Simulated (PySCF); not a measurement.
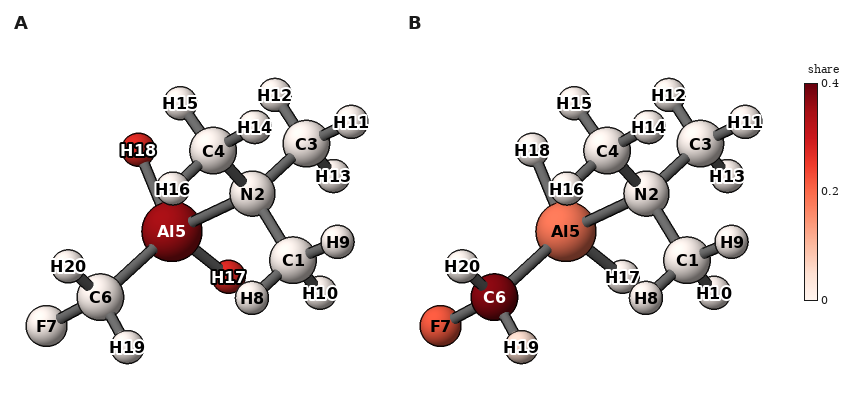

Each panel colours the atoms by their Löwdin share in one orbital (up to four of the largest shares; other atoms are shown as zero). The geometry was computed by an optimisation with PBE0-D3(BJ)/def2-SVP. No frequency run is at hand to confirm it as a minimum. Level of theory: B3LYP/def2-SVPD (PySCF 2.14.0).

Question: The panels show the HOMO−1, HOMO, in some order. Which is which?

Answer: A: HOMO−1, −7.26 eV; Al5 0.35, H17 0.27, H18 0.27
B: HOMO, −6.73 eV; C6 0.37, F7 0.22, Al5 0.18, H19 0.05
